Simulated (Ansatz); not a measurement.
Cl3HTi (TiHCl3)

```xyz
5

Ti   -0.0003    0.0005   -0.0535
H     0.0084   -0.0147    1.5960
Cl    2.1010    0.0099   -0.5252
Cl   -1.0590    1.8240   -0.4918
Cl   -1.0501   -1.8197   -0.5254
```

Geometry: PBE0-D4/def2-SVP.

Method: RKS PBE0-D4/def2-TZVP (Ansatz 0.2.0).

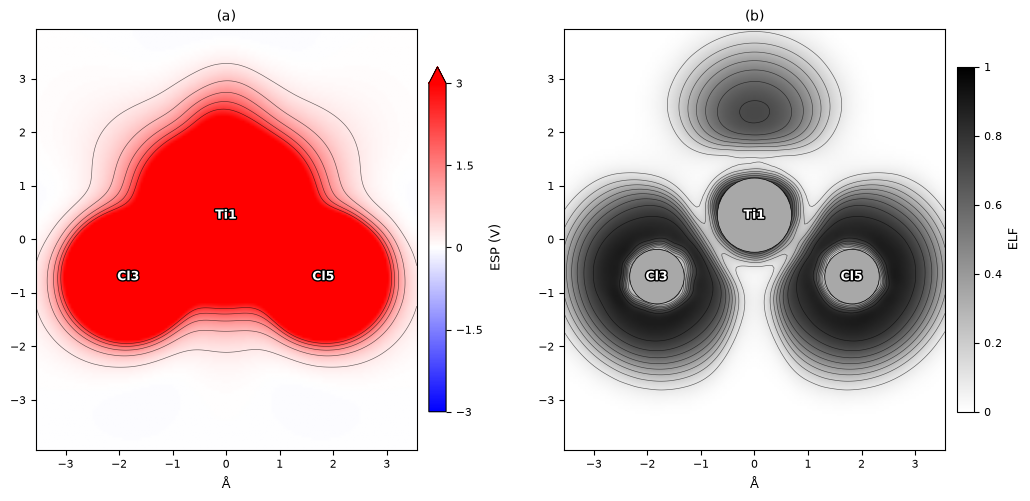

Figure 1. (a) molecular electrostatic potential; (b) electron localisation function on the plane of atoms Cl3, Ti1 and Cl5. Grey discs cover the atomic cores in the ELF map.

### Describe what can be read from this map.

The plane passes through Ti and Cl nuclei.
Ti–Cl (2.15 Å): the ELF peaks at about 0.85 in the valence shell of Cl, 0.8 Å from its nucleus, and is about 0.45 at the midpoint.
The potential has no marked negative region in this plane.

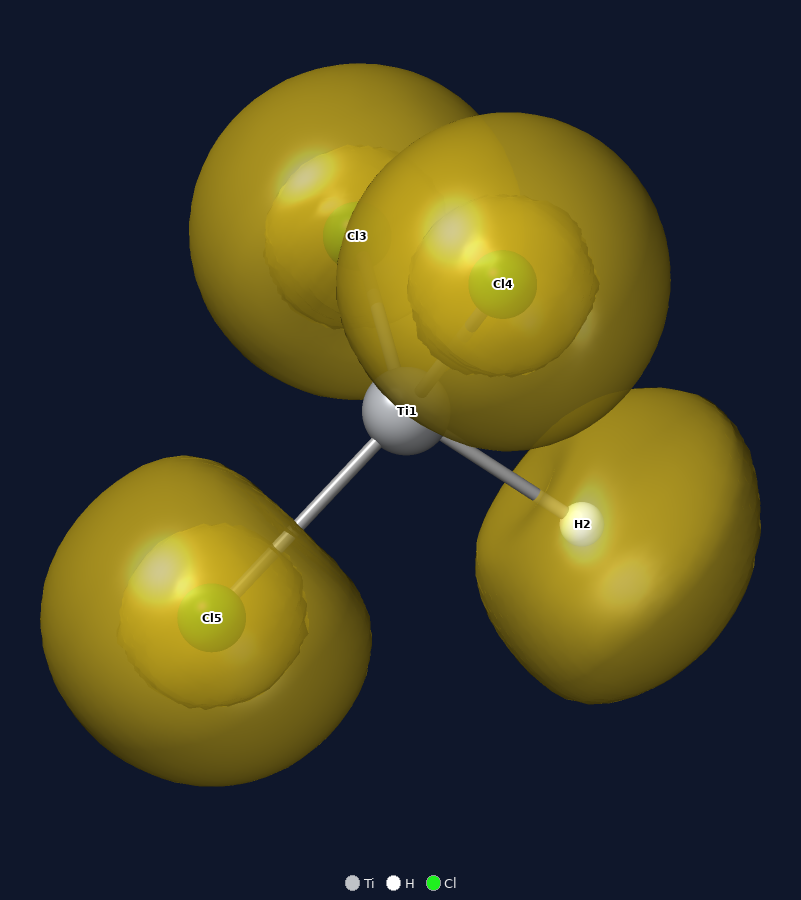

Figure 2. Isosurface of the electron localisation function at 0.75 (yellow), seen at an oblique angle. Only the valence region is drawn (cores and ρ < 0.01 e/Å³ removed).

### Where are the electrons localised?

At this value the surface marks out one region around a hydrogen nucleus and three regions wrapped around Cl (the valence shell of each). Along the contacts the grid gives the following. Ti–H (1.65 Å): the ELF climbs to about 1 towards the hydrogen.

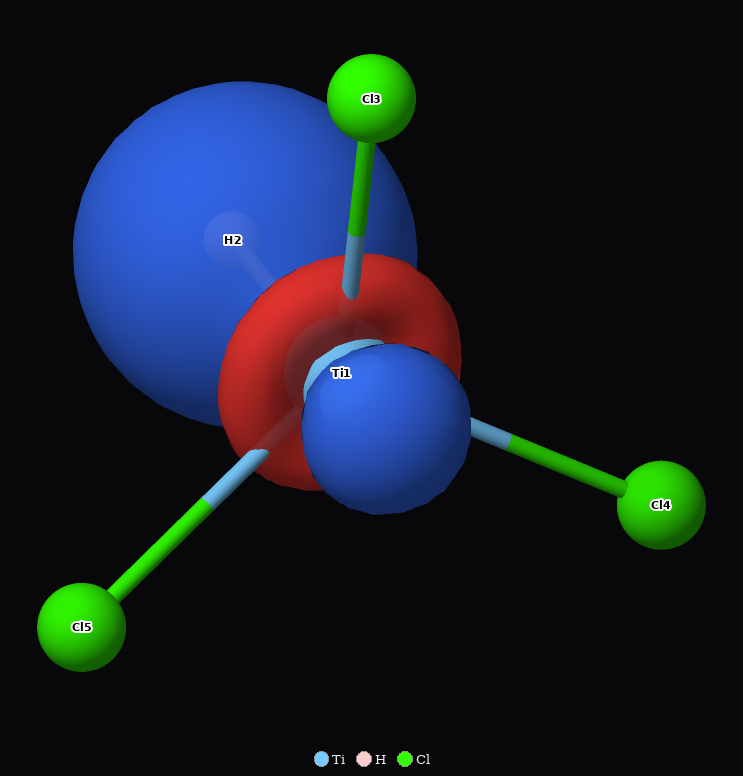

Figure 3. The HOMO−1 at ±0.2 Å⁻³ᐟ² (blue and red are the two phases), seen at a tilt.

### Where does this orbital lie, and at what energy?

Its weight (Hirshfeld) is mainly on H2 (about 50 %) and Ti1 (about 50 %). Its energy is −9.71 eV.
